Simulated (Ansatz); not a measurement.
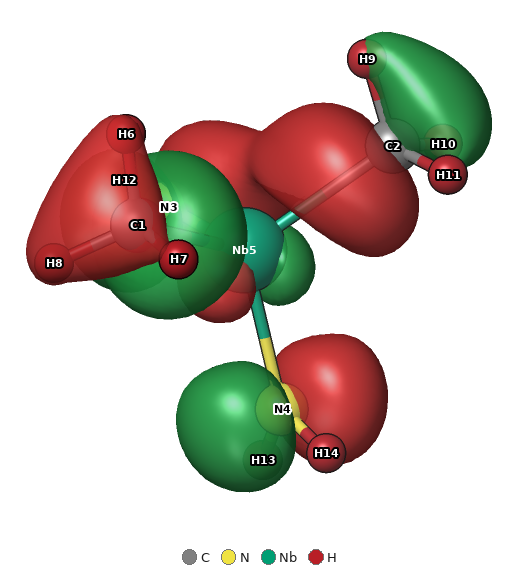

Figure 1: C2H9N2Nb (SMILES [CH3][Nb]([CH3])(=[NH])[NH2]). One frontier orbital at ±0.1 Å⁻³ᐟ² (green and red are the two phases), seen at a tilt.

Geometry: PBE0-D4/def2-SVP; core potentials replace the inner electrons of Nb.

All numbers below come from Ansatz, isolated molecule in a Gaussian basis; Kohn-Sham density functional theory, functional PBE0.

Input

```
crystal:
  periodic: [false, false, false]
  atoms:
    - {symbol: C, position_ang: [0.937279, 1.776402, 0.252286]}
    - {symbol: C, position_ang: [1.217508, -1.738540, -0.297215]}
    - {symbol: N, position_ang: [-1.116297, -0.367434, 1.331887]}
    - {symbol: N, position_ang: [1.454321, -0.401472, 2.852446]}
    - {symbol: Nb, position_ang: [0.599542, -0.193428, 1.092668]}
    - {symbol: H, position_ang: [0.514770, 1.803456, -0.769903]}
    - {symbol: H, position_ang: [2.021858, 1.983132, 0.174985]}
    - {symbol: H, position_ang: [0.473000, 2.598593, 0.820263]}
    - {symbol: H, position_ang: [0.766946, -1.531271, -1.285928]}
    - {symbol: H, position_ang: [0.913547, -2.756843, -0.005782]}
    - {symbol: H, position_ang: [2.317648, -1.731508, -0.418803]}
    - {symbol: H, position_ang: [-2.118273, -0.466449, 1.456506]}
    - {symbol: H, position_ang: [1.025191, -0.577550, 3.755874]}
    - {symbol: H, position_ang: [2.465970, -0.337542, 2.963035]}
basis:
  gaussian:
    orbitals: def2-SVPD
total_charge: 0
output: {forces: true, orbitals: {seedname: orbitals}}
hamiltonian:
  xc: pbe0
```

Command:

```sh
ansatz run input.yaml --threads 2 --pin off --max-ram 6090MiB --events-out events.jsonl --progress --plain --runs-dir runs
```

Q: Which orbital is it: HOMO or LUMO?

A: The HOMO, at −7.07 eV. By Hirshfeld shares it lies mainly on N3 (about 20 %), Nb5 (about 20 %), N4 (about 15 %), C1 (about 15 %) and C2 (about 15 %).
